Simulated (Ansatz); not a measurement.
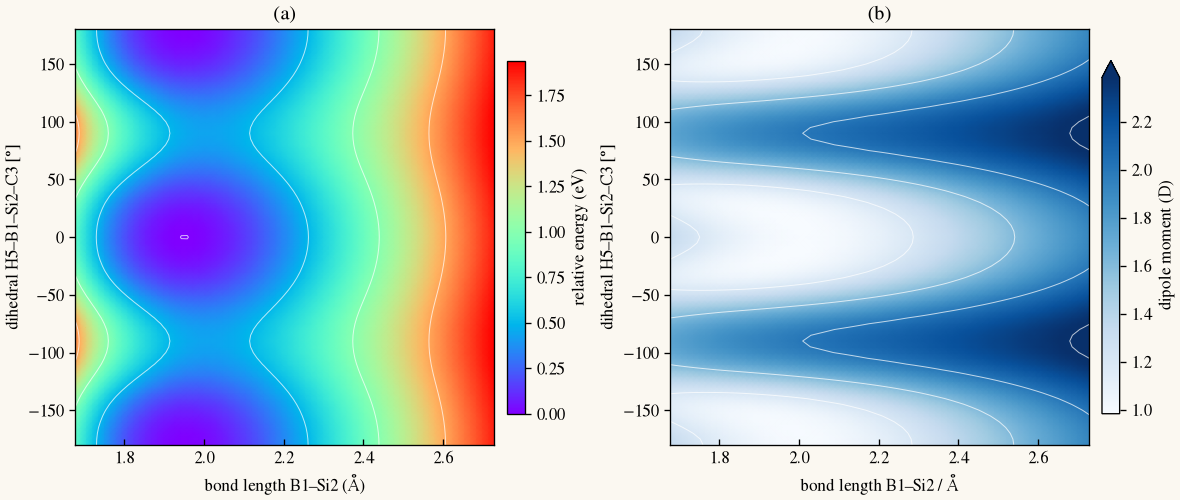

CH4BClSi, SMILES B[SiH]=CCl. 
- Coordinates scanned: (1) bond length B1–Si2; (2) dihedral H5–B1–Si2–C3.
- Nothing is relaxed (all other coordinates rigid).
- The grid has 9 × 10 points; 54 points were computed and 36 follow by symmetry.
- Points are written as (first, second).
- All energies are given in eV relative to the lowest grid point.
- Computed with RKS r2SCAN-D4/def2-TZVP in Ansatz.

Panel (a) is the energy and panel (b) the computed dipole moment on the same grid.

In the figure: a smooth colour map with a few white contour lines. Between grid points the surface is interpolated.

How does the dipole moment vary over the map, and what is it at the lowest grid point?

Leaving out the highest fifth of the energies, it runs from 1.00 D at (2.071 Å, 0°) to 2.17 D at (2.466 Å, −108°). At the lowest grid point, (1.939 Å, 0°), it is 1.01 D.
